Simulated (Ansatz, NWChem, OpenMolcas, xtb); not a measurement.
# A small benchmark: dipole moment

7 molecules with halogens; the dipole moment in D, computed less measured. Shapes, held fixed at every level: PBE0-D4/def2-TZVP. No vibrational averaging. Dipoles are compared by magnitude; molecules under 1 D, whose direction can flip, are left out. Programs: Ansatz 0.2.0, NWChem 7.3.0, OpenMolcas 26.06, xtb 6.7.1. A level may come from different programs for different species; with the same settings they agree closely. Measured values: NIST CCCBDB.

Levels: A = GFN0-xTB; B = PBE/aug-cc-pVDZ; C = r2SCAN/aug-cc-pVDZ; D = PBE0/def2-SVP; E = M06-2X/aug-cc-pVDZ.

```tsv
molecule	measured	A	B	C	D	E
CH2Cl2 (dichloromethane)	1.60	+0.14	+0.01	+0.07	+0.09	+0.10
CH2F2 (difluoromethane)	1.97	+0.37	-0.19	-0.13	-0.11	0.00
SiH3Cl (SMILES [SiH3]Cl)	1.31	-0.64	-0.01	+0.04	+0.06	+0.16
C2H2F2 (vinylidene fluoride)	1.38	-0.71	-0.30	-0.25	-0.31	-0.05
C2H3Br (vinyl bromide)	1.42	-0.38	-0.05	+0.05	-0.06	+0.14
C2H3FO (acetyl fluoride)	2.96	-0.39	-0.09	+0.01	-0.11	+0.06
C2H5F (SMILES CCF)	1.96	+0.41	-0.13	-0.08	-0.12	-0.01
```

Problem. Sum up the errors.

Solution. 
```csv
level,kind,mean error,mean absolute error,worst case
GFN0-xTB,semi-empirical,-0.171,0.434,C2H2F2
PBE/aug-cc-pVDZ,GGA,-0.109,0.111,C2H2F2
r2SCAN/aug-cc-pVDZ,meta-GGA,-0.041,0.090,C2H2F2
PBE0/def2-SVP,global hybrid,-0.080,0.123,C2H2F2
M06-2X/aug-cc-pVDZ,global hybrid,+0.057,0.074,SiH3Cl
```

On this set M06-2X/aug-cc-pVDZ has the smallest mean absolute error and GFN0-xTB the largest. PBE/aug-cc-pVDZ is too low in 6 of 7; PBE0/def2-SVP is too low in 5 of 7; M06-2X/aug-cc-pVDZ is too high in 4 of 7. The levels differ in basis as well as in method. The smallest two are near a tie. Relativity is left out for Br. The set is small.

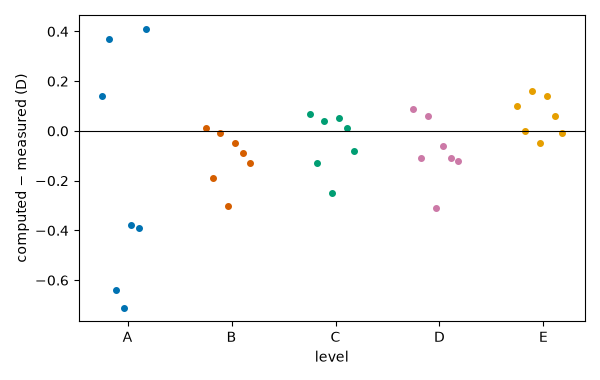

Errors of each level, one point a molecule.
